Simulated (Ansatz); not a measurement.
**BCl₂FH₄Si: search for a transition state**

Wanted: the transition state of a four-centre ligand exchange (form B1–F6, Si2–H5 and break B1–Si2, H5–F6). The guess is relaxed with those distances held, a saddle search follows, and vibrations and two downhill relaxations check it.

Method: PBE0-D4, def2-SVP first, then def2-TZVP; program: Ansatz 0.2.0, Gaussian basis.

152 further runs of the same task are left out: 152 set aside as unsound or not needed. Runs told in other sessions of the task aren't counted.

### Step 1. The starting structure

The guess: 9 atoms, charge 0, spin multiplicity 1.

Atoms are counted from 1 here; the program's logs count them from 0.

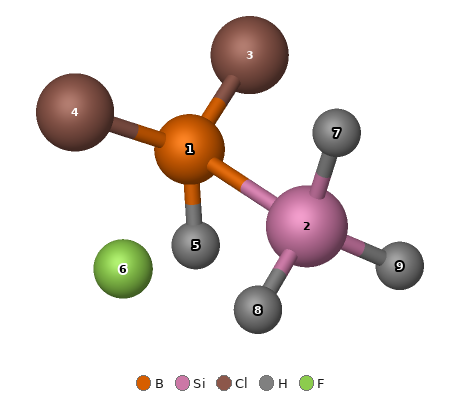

Start geometry, drawn with boron orange, silicon pink, chlorine brown, hydrogen grey, fluorine green; atoms are numbered from 1 in the order of the file.

Coordinates:

```xyz
9
BCl2FH4Si
B    -0.59360   -0.72570    0.09570
Si    0.38780    1.16730   -0.25620
Cl   -1.16930   -1.42900   -1.38890
Cl   -1.67640   -0.63100    1.45540
H     0.61010   -0.88030    0.35320
F     0.89890   -2.24540    0.78710
H    -0.77620    1.93520   -0.69740
H     0.93820    1.72720    0.97460
H     1.38050    1.08160   -1.32350
```

Distances that are to change: B1–F6 2.24 Å, Si2–H5 2.15 Å, B1–Si2 2.16 Å, H5–F6 1.46 Å.

### Step 2. Relaxing the guess with the reacting distances held

The input, hold/in.yaml:

```yaml
crystal:
  periodic: [false, false, false]
  atoms:
    - {symbol: B, position_ang: [-0.593600, -0.725700, 0.095700]}
    - {symbol: Si, position_ang: [0.387800, 1.167300, -0.256200]}
    - {symbol: Cl, position_ang: [-1.169300, -1.429000, -1.388900]}
    - {symbol: Cl, position_ang: [-1.676400, -0.631000, 1.455400]}
    - {symbol: H, position_ang: [0.610100, -0.880300, 0.353200]}
    - {symbol: F, position_ang: [0.898900, -2.245400, 0.787100]}
    - {symbol: H, position_ang: [-0.776200, 1.935200, -0.697400]}
    - {symbol: H, position_ang: [0.938200, 1.727200, 0.974600]}
    - {symbol: H, position_ang: [1.380500, 1.081600, -1.323500]}
basis:
  gaussian: {orbitals: def2-SVP}
hamiltonian: {xc: pbe0, dispersion: d4}
relax: {f_tol: 0.04, max_steps: 150, escape_saddle: false, constraints: [{distance: [0, 5]}, {distance: [1, 4]}, {distance: [0, 1]}, {distance: [4, 5]}]}
```

Launch:

```
$ ansatz run in.yaml --threads 4 --pin off --events-out ev --progress --plain --max-ram 9574MiB
```

Log (excerpt; [...] marks lines left out):

```text
Functional definition: PBE0
  name "PBE0"
  cite "Adamo & Barone, J. Chem. Phys. 110, 6158 (1999) doi:10.1063/1.478522"
  cite "Perdew, Burke & Ernzerhof, Phys. Rev. Lett. 77, 3865 (1996) doi:10.1103/PhysRevLett.77.3865"
  parent pbe
[...]
1040 factors; integrals over basis functions are off by at most 4.1e-4 eV
[...]
mean field -36352.43357838 eV, -1335.9272934410 hartree, gradient 1.8e-5 eV, S^2 0.000000; 0 other end points of the search recorded, 0 dependent functions left out
[...]
reference -36352.43360096 eV, -1335.9272942709 hartree; 33, 33 occupied and 69, 69 virtual orbitals, 1040 factors
relax step   1: F+E_penalty+E_count = -36352.64250257 eV  Δ(F+E_penalty+E_count) = +0.000e0 eV  max|allowed force component| = 2.309e0 eV/Å  Δτ_max = 0.0000 Å  (29 SCF iters, accepted)
[...]
relax step   5: F+E_penalty+E_count = -36352.92493792 eV  Δ(F+E_penalty+E_count) = -2.977e-2 eV  max|allowed force component| = 6.745e-2 eV/Å  Δτ_max = 0.0409 Å  (32 SCF iters, accepted)
[...]
relax step   6: F+E_penalty+E_count = -36352.92609803 eV  Δ(F+E_penalty+E_count) = -1.160e-3 eV  max|allowed force component| = 1.675e-2 eV/Å  Δτ_max = 0.0107 Å  (33 SCF iters, accepted)
  distance B 0 - F 5 held at 2.239437 Å   reaction = +9.7218e-1 eV/Å
  distance Si 1 - H 4 held at 2.147895 Å   reaction = +1.2397e0 eV/Å
  distance B 0 - Si 1 held at 2.161117 Å   reaction = -3.8078e-1 eV/Å
  distance H 4 - F 5 held at 1.461223 Å   reaction = +2.9256e0 eV/Å
1040 factors; integrals over basis functions are off by at most 9.0e-4 eV
[...]
mean field -36352.71413499 eV, -1335.9376037062 hartree, gradient 2.2e-5 eV, S^2 0.000000; 1 other end points of the search recorded, 0 dependent functions left out
[...]
reference -36352.71415779 eV, -1335.9376045443 hartree; 33, 33 occupied and 69, 69 virtual orbitals, 1040 factors
Total energy: -36352.92612083 eV, -1335.9453940422 hartree
Atom 0 at    -0.627484    -0.722846     0.087827 Å, force     0.444638    -1.003948     0.360639 eV/Å
Atom 1 at     0.406399     1.145313    -0.246085 Å, force     0.395478    -0.835835     0.304215 eV/Å
Atom 2 at    -1.168641    -1.366012    -1.445386 Å, force     0.003855     0.007962     0.016511 eV/Å
Atom 3 at    -1.695427    -0.549534     1.461502 Å, force     0.009721    -0.001257    -0.016753 eV/Å
Atom 4 at     0.782233    -0.873424     0.383914 Å, force    -0.131426    -1.644546     0.443878 eV/Å
Atom 5 at     0.825099    -2.277340     0.786847 Å, force    -0.720041     3.486317    -1.110799 eV/Å
Atom 6 at    -0.870568     1.786943    -0.666010 Å, force     0.001770    -0.005115     0.002651 eV/Å
Atom 7 at     0.953986     1.756916     0.992192 Å, force    -0.001168    -0.001809    -0.001088 eV/Å
Atom 8 at     1.394404     1.099884    -1.354800 Å, force    -0.002827    -0.001769     0.000747 eV/Å
Dipole moment:    -0.016059     0.844093    -0.239233 e Å
```

Wall time 9.5 s (4 threads of Arm Neoverse V2, shared host).

The steps of the relaxation: (the energy doesn't fall at every step)

```tsv
step	energy from step 1 (eV)	largest force component (eV/Å)
1	0.0000	2.3089
2	-0.1733	0.8036
3	-0.2527	0.5006
4	-0.2289	0.7970
5	-0.2824	0.0674
6	-0.2836	0.0168
```

Distances of close pairs at the start and the end, largest changes first:

```tsv
bond	before (Å)	after (Å)	change (Å)
B1–H5	1.241	1.448	+0.208
Si2–H7	1.463	1.490	+0.027
Si2–H8	1.460	1.486	+0.026
Si2–H9	1.460	1.486	+0.026
B1–Cl4	1.741	1.749	+0.008
B1–Cl3	1.741	1.749	+0.008
B1–Si2	2.161	2.161	+0.000
```

### Step 3. A starting Hessian

The input, hessian/in.yaml:

```yaml
crystal:
  periodic: [false, false, false]
  atoms:
    - {symbol: B, position_ang: [-0.627484, -0.722846, 0.087827]}
    - {symbol: Si, position_ang: [0.406399, 1.145313, -0.246085]}
    - {symbol: Cl, position_ang: [-1.168641, -1.366012, -1.445386]}
    - {symbol: Cl, position_ang: [-1.695427, -0.549534, 1.461502]}
    - {symbol: H, position_ang: [0.782233, -0.873424, 0.383914]}
    - {symbol: F, position_ang: [0.825099, -2.277340, 0.786847]}
    - {symbol: H, position_ang: [-0.870568, 1.786943, -0.666010]}
    - {symbol: H, position_ang: [0.953986, 1.756916, 0.992192]}
    - {symbol: H, position_ang: [1.394404, 1.099884, -1.354800]}
basis:
  gaussian: {orbitals: def2-SVP}
hamiltonian: {xc: pbe0, dispersion: d4}
phonons: {}
scf: {lower_state_search: off}
```

Launch:

```
$ ansatz run in.yaml --threads 4 --pin off --events-out ev --progress --plain --max-ram 9574MiB
```

Log (excerpt; [...] marks lines left out):

```text
[... 5 set-up lines as earlier in the session ...]
[...]
1048 factors; integrals over basis functions are off by at most 4.2e-4 eV
[...]
mean field -36352.71414735 eV, -1335.9376041605 hartree, gradient 4.7e-6 eV, S^2 0.000000; 0 other end points of the search recorded, 0 dependent functions left out
[...]
reference -36352.71417026 eV, -1335.9376050023 hartree; 33, 33 occupied and 69, 69 virtual orbitals, 1048 factors
[... from here to the last solve, the lines of the solves are left out (53 solves) ...]
1048 factors; integrals over basis functions are off by at most 4.2e-4 eV
mean field -36352.71411251 eV, -1335.9376028801 hartree, gradient 2.4e-6 eV, S^2 0.000000; 0 other end points of the search recorded, 0 dependent functions left out
[...]
WARN: phonons: modes at or below zero, which the zero-point energy, F, S and C_V leave out: 1, the lowest at -1373.39 cm⁻¹. A minimum has none, and a first-order saddle one
[...]
Atom 2 at    -1.168641    -1.366012    -1.445386 Å, force     0.003868     0.007992     0.016458 eV/Å
Atom 3 at    -1.695427    -0.549534     1.461502 Å, force     0.009724    -0.001207    -0.016734 eV/Å
Atom 4 at     0.782233    -0.873424     0.383914 Å, force    -0.131433    -1.644595     0.443886 eV/Å
Atom 5 at     0.825099    -2.277340     0.786847 Å, force    -0.719999     3.486256    -1.110774 eV/Å
Atom 6 at    -0.870568     1.786943    -0.666010 Å, force     0.001748    -0.005170     0.002663 eV/Å
Atom 7 at     0.953986     1.756916     0.992192 Å, force    -0.001166    -0.001847    -0.001070 eV/Å
Atom 8 at     1.394404     1.099884    -1.354800 Å, force    -0.002831    -0.001813     0.000762 eV/Å
Dipole moment:    -0.016063     0.844094    -0.239235 e Å
Vibrations: -1373.39 104.90 119.64 182.73 185.91 210.88 233.26 307.29 472.34 520.16 571.53 790.52 860.51 907.22 928.97 993.37 1068.27 1670.53 2253.13 2283.15 2294.95 cm⁻¹, zero-point energy 1.051339 eV
Checks for a lower state left out: stability, starts, cluster_reference, orbital_swaps, neighbouring_geometries, increment
```

Wall time 40 s (4 threads of Arm Neoverse V2, shared host).

The structure is not stationary yet, so these wavenumbers are no spectrum; the search needs only the force constants.

### Step 4. Saddle search in the small basis

A small driver takes partitioned rational-function steps: uphill along one mode, downhill along the rest. It calls the program once a step for energy and forces and updates the Hessian by Bofill's formula. It stops when the largest force is under 0.04 eV/Å and the followed curvature is negative. The first step's input:

The input, presaddle/in.yaml:

```yaml
crystal:
  periodic: [false, false, false]
  atoms:
    - {symbol: B, position_ang: [-0.627484, -0.722846, 0.087827]}
    - {symbol: Si, position_ang: [0.406399, 1.145313, -0.246085]}
    - {symbol: Cl, position_ang: [-1.168641, -1.366012, -1.445386]}
    - {symbol: Cl, position_ang: [-1.695427, -0.549534, 1.461502]}
    - {symbol: H, position_ang: [0.782233, -0.873424, 0.383914]}
    - {symbol: F, position_ang: [0.825099, -2.277340, 0.786847]}
    - {symbol: H, position_ang: [-0.870568, 1.786943, -0.666010]}
    - {symbol: H, position_ang: [0.953986, 1.756916, 0.992192]}
    - {symbol: H, position_ang: [1.394404, 1.099884, -1.354800]}
basis:
  gaussian: {orbitals: def2-SVP}
hamiltonian: {xc: pbe0, dispersion: d4}
output: {forces: true}
scf: {lower_state_search: off}
```

Launch:

```
$ ansatz run in.yaml --threads 4 --pin off --events-out ev --progress --plain --max-ram 9574MiB
```

The driver's record:

```tsv
step	energy (eV)	largest force (eV/Å)	followed curvature (eV/Å²)
1	-36352.92610	3.4863	-12.16
2	-36353.50447	3.0190	-12.39
3	-36354.16861	1.1945	-12.27
4	-36354.20004	1.9697	-12.22
5	-36354.25314	1.3200	-12.25
6	-36354.27781	0.3936	-12.65
7	-36354.29473	0.3647	-12.60
8	-36354.30752	0.0812	-12.66
9	-36354.30383	0.1115	-12.65
10	-36354.30902	0.0146	-12.65
```

The 10 steps took 7.6 s in all (4 threads of Arm Neoverse V2, shared host).

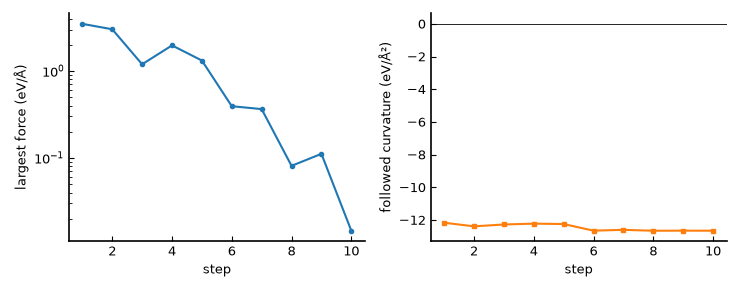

Largest force and followed curvature during the search.

### Step 5. Saddle search in triple zeta

The search itself is an outer loop (partitioned rational-function steps, Bofill update of the Hessian). Each step is one single-point run with forces. It stops when the largest force is under 0.01 eV/Å and the followed curvature is negative. The first step's input:

The input, saddle/in.yaml:

```yaml
crystal:
  periodic: [false, false, false]
  atoms:
    - {symbol: B, position_ang: [-0.600235, -0.848360, 0.127834]}
    - {symbol: Si, position_ang: [0.419428, 1.035741, -0.213467]}
    - {symbol: Cl, position_ang: [-1.196282, -1.459409, -1.427850]}
    - {symbol: Cl, position_ang: [-1.728271, -0.642810, 1.482057]}
    - {symbol: H, position_ang: [0.867078, -0.753689, 0.369332]}
    - {symbol: F, position_ang: [0.631159, -1.813379, 0.623586]}
    - {symbol: H, position_ang: [-0.810170, 1.757397, -0.643253]}
    - {symbol: H, position_ang: [0.994110, 1.687481, 1.001397]}
    - {symbol: H, position_ang: [1.423184, 1.036929, -1.319636]}
basis:
  gaussian: {orbitals: def2-TZVP}
hamiltonian: {xc: pbe0, dispersion: d4}
output: {forces: true}
scf: {lower_state_search: off}
```

Launch:

```
$ ansatz run in.yaml --threads 4 --pin off --events-out ev --progress --plain --max-ram 9574MiB
```

The driver's record:

```tsv
step	energy (eV)	largest force (eV/Å)	followed curvature (eV/Å²)
1	-36369.62144	0.2398	-12.65
2	-36369.62434	0.0547	-12.82
3	-36369.62447	0.0090	-12.80
```

The 3 steps took 6.4 s in all (4 threads of Arm Neoverse V2, shared host).

Geometry at the end of the search:

```tsv
atom	x (Å)	y (Å)	z (Å)
B1	-0.60032	-0.84608	0.12789
Si2	0.42473	1.04291	-0.21441
Cl3	-1.20285	-1.45703	-1.41962
Cl4	-1.71964	-0.64172	1.48289
H5	0.86357	-0.75701	0.36345
F6	0.62851	-1.81500	0.61791
H7	-0.80591	1.74346	-0.64901
H8	0.98342	1.68932	1.00068
H9	1.42849	1.04105	-1.30978
```

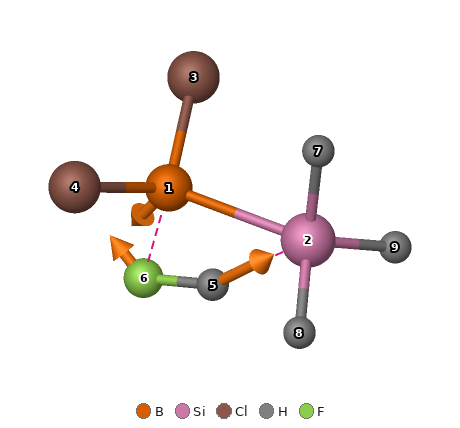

The point found; arrows show the followed mode. Pairs that react are joined by broken lines, hidden where the pair is close enough to be drawn as a bond.

### Step 6. Checking the order of the point

The input, vib/in.yaml:

```yaml
crystal:
  periodic: [false, false, false]
  atoms:
    - {symbol: B, position_ang: [-0.600321, -0.846085, 0.127891]}
    - {symbol: Si, position_ang: [0.424728, 1.042912, -0.214410]}
    - {symbol: Cl, position_ang: [-1.202853, -1.457029, -1.419624]}
    - {symbol: Cl, position_ang: [-1.719642, -0.641725, 1.482889]}
    - {symbol: H, position_ang: [0.863568, -0.757011, 0.363453]}
    - {symbol: F, position_ang: [0.628513, -1.814996, 0.617909]}
    - {symbol: H, position_ang: [-0.805906, 1.743464, -0.649009]}
    - {symbol: H, position_ang: [0.983421, 1.689320, 1.000684]}
    - {symbol: H, position_ang: [1.428493, 1.041050, -1.309782]}
basis:
  gaussian: {orbitals: def2-TZVP}
hamiltonian: {xc: pbe0, dispersion: d4}
phonons: {temperatures: {t_min: 298.15, t_max: 900, t_step: 200}}
```

Launch:

```
$ ansatz run in.yaml --threads 4 --pin off --events-out ev --progress --plain --max-ram 9574MiB
```

Log (excerpt; [...] marks lines left out):

```text
[... 5 set-up lines as earlier in the session ...]
[...]
1305 factors; their error is unknown
[...]
mean field -36369.40887526 eV, -1336.5511240951 hartree, gradient 2.7e-5 eV, S^2 0.000000; 0 other end points of the search recorded, 0 dependent functions left out
[...]
reference -36369.40890755 eV, -1336.5511252818 hartree; 33, 33 occupied and 164, 164 virtual orbitals, 1305 factors
[... from here to the last solve, the lines of the solves are left out (53 solves) ...]
1305 factors; their error is unknown
mean field -36369.40884812 eV, -1336.5511230975 hartree, gradient 2.6e-6 eV, S^2 0.000000; 0 other end points of the search recorded, 0 dependent functions left out
[...]
WARN: phonons: modes at or below zero, which the zero-point energy, F, S and C_V leave out: 1, the lowest at -1095.23 cm⁻¹. A minimum has none, and a first-order saddle one
[...]
Atom 0 at    -0.600321    -0.846085     0.127891 Å, force    -0.002148    -0.005924    -0.002381 eV/Å
Atom 1 at     0.424728     1.042912    -0.214410 Å, force    -0.008985     0.006719    -0.002287 eV/Å
Atom 2 at    -1.202853    -1.457029    -1.419624 Å, force     0.002025     0.000060     0.000830 eV/Å
Atom 3 at    -1.719642    -0.641725     1.482889 Å, force    -0.002839    -0.001239     0.002415 eV/Å
Atom 4 at     0.863568    -0.757011     0.363453 Å, force     0.004678     0.001981    -0.002021 eV/Å
Atom 5 at     0.628513    -1.814996     0.617909 Å, force    -0.002460     0.000710     0.001350 eV/Å
Atom 6 at    -0.805906     1.743464    -0.649009 Å, force     0.007007    -0.000713     0.002245 eV/Å
Atom 7 at     0.983421     1.689320     1.000684 Å, force     0.002357     0.000242     0.000681 eV/Å
Atom 8 at     1.428493     1.041050    -1.309782 Å, force     0.000364    -0.001836    -0.000832 eV/Å
Dipole moment:     0.312375     0.291512    -0.025451 e Å
Vibrations: -1095.23 95.93 143.08 182.34 255.56 264.44 332.82 415.14 528.26 531.21 654.28 714.06 759.96 901.64 926.03 940.07 946.28 2031.92 2227.82 2242.74 2259.77 cm⁻¹, zero-point energy 1.075771 eV
```

It took 98 s on 4 threads of Arm Neoverse V2, shared host; peak memory 0.58 GiB.

Wavenumbers and character of the modes:

```tsv
mode	wavenumber (cm⁻¹)	character
1	1095i	changes Si2–H5, H5–F6
2	96	torsion
3	143	torsion
4	182	bend with Si–B stretch
5	256	torsion
6	264	not assigned (largely outside the bonds, angles and torsions drawn)
7	333	not assigned (largely outside the bonds, angles and torsions drawn)
8	415	not assigned (largely outside the bonds, angles and torsions drawn)
9	528	bend
10	531	bend with torsion
11	654	B–Cl stretch with wag or twist
12	714	not assigned (largely outside the bonds, angles and torsions drawn)
13	760	bend
14	902	B–Cl stretch
15	926	bend with wag or twist
16	940	bend
17	946	bend with wag or twist
18	2032	not assigned (largely outside the bonds, angles and torsions drawn)
19	2228	Si–H stretch
20	2243	Si–H stretch
21	2260	Si–H stretch
```

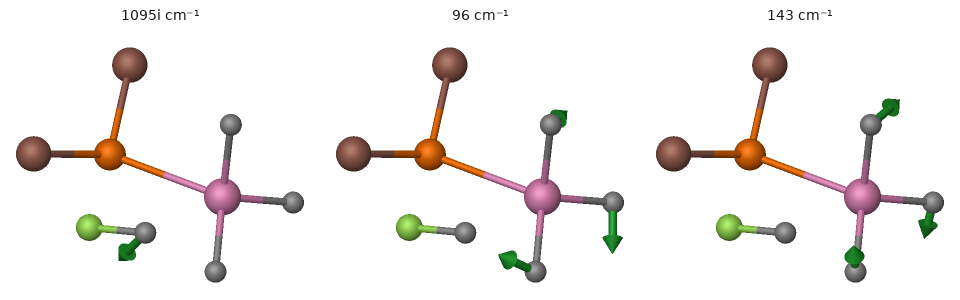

Displacements of 3 modes, as arrows.

Vibrational sums (real modes only):

```tsv
T (K)	entropy (J/mol/K)	heat capacity (J/mol/K)
298	69.7	79.3
498	118.0	108.3
698	157.5	125.2
898	190.4	136.2
```

### Step 7. Relaxing after a step of 0.30 Å one way along the mode

The input, downa/in.yaml:

```yaml
crystal:
  periodic: [false, false, false]
  atoms:
    - {symbol: B, position_ang: [-0.488329, -1.045831, 0.204538]}
    - {symbol: Si, position_ang: [0.457129, 1.014046, -0.200555]}
    - {symbol: Cl, position_ang: [-1.174267, -1.417392, -1.423269]}
    - {symbol: Cl, position_ang: [-1.681671, -0.599628, 1.481803]}
    - {symbol: H, position_ang: [0.792743, -0.481063, 0.269447]}
    - {symbol: F, position_ang: [0.467637, -1.883726, 0.604360]}
    - {symbol: H, position_ang: [-0.794030, 1.675294, -0.634792]}
    - {symbol: H, position_ang: [0.981367, 1.692861, 1.004950]}
    - {symbol: H, position_ang: [1.439421, 1.045341, -1.306482]}
basis:
  gaussian: {orbitals: def2-TZVP}
hamiltonian: {xc: pbe0, dispersion: d4}
relax: {f_tol: 0.005, max_steps: 200}
```

Launch:

```
$ ansatz run in.yaml --threads 4 --pin off --events-out ev --progress --plain --max-ram 9574MiB
```

Log (excerpt; [...] marks lines left out):

```text
[... 5 set-up lines as earlier in the session ...]
[...]
1305 factors; their error is unknown
[...]
mean field -36370.24933548 eV, -1336.5820104384 hartree, gradient 1.1e-5 eV, S^2 0.000000; 0 other end points of the search recorded, 0 dependent functions left out
[...]
reference -36370.24936896 eV, -1336.5820116687 hartree; 33, 33 occupied and 164, 164 virtual orbitals, 1305 factors
relax step   1: F+E_penalty+E_count = -36370.46418647 eV  Δ(F+E_penalty+E_count) = +0.000e0 eV  max|allowed force component| = 3.493e0 eV/Å  Δτ_max = 0.0000 Å  (27 SCF iters, accepted)
[...]
Total energy: -36372.07623805 eV, -1336.6491478697 hartree
Atom 0 at    -0.983281    -1.887474     0.355914 Å, force    -0.001440     0.000754    -0.000357 eV/Å
Atom 1 at     0.846987     1.472036    -0.263241 Å, force    -0.000036    -0.000084     0.000151 eV/Å
Atom 2 at    -1.388441    -1.819238    -1.334272 Å, force     0.000285    -0.000523    -0.001365 eV/Å
Atom 3 at    -1.876990    -0.977755     1.539144 Å, force     0.000045     0.000640     0.001800 eV/Å
Atom 4 at     1.128739     0.070494     0.144207 Å, force     0.000069    -0.000113    -0.000157 eV/Å
Atom 5 at     0.004549    -2.652967     0.748251 Å, force     0.001073    -0.000907     0.000194 eV/Å
Atom 6 at    -0.594361     1.609065    -0.587357 Å, force    -0.000082    -0.000072    -0.000480 eV/Å
Atom 7 at     1.199029     2.382476     0.854668 Å, force    -0.000228    -0.000039     0.000139 eV/Å
Atom 8 at     1.663769     1.803265    -1.457314 Å, force     0.000313     0.000345     0.000074 eV/Å
Dipole moment:    -0.035872     0.067316    -0.025464 e Å
```

Wall time 58 s (4 threads of Arm Neoverse V2, shared host); peak memory 0.57 GiB.

Step by step: (the energy doesn't fall at every step)

```tsv
step	energy from step 1 (eV)	largest force component (eV/Å)
1	0.0000	3.4927
2	-0.6583	2.2158
3	-1.0372	1.5078
4	-1.1422	1.2046
5	-1.2614	0.9708
6	-1.4012	0.6163
7	-1.5174	0.9010
8	-1.5652	0.3010
9	-1.5683	0.4563
10	-1.5642	0.8826
11	-1.6019	0.1066
12	-1.6095	0.0756
13	-1.6102	0.0733
14	-1.6106	0.0699
15	-1.6112	0.0417
16	-1.6097	0.1576
17	-1.6118	0.0066
18	-1.6119	0.0243
19	-1.6120	0.0240
20	-1.6120	0.0176
21	-1.6120	0.0140
22	-1.6120	0.0018
```

Distances of close pairs at the start and the end, largest changes first:

```tsv
bond	before (Å)	after (Å)	change (Å)
B1–H5	1.402	2.888	+1.486
Si2–H5	1.603	1.487	-0.116
B1–Cl3	1.805	1.739	-0.066
B1–Cl4	1.804	1.740	-0.064
B1–F6	1.333	1.310	-0.023
Si2–H9	1.480	1.484	+0.005
Si2–H8	1.479	1.484	+0.005
Si2–H7	1.480	1.484	+0.003
```

(Part 1 of 2 ends here.)
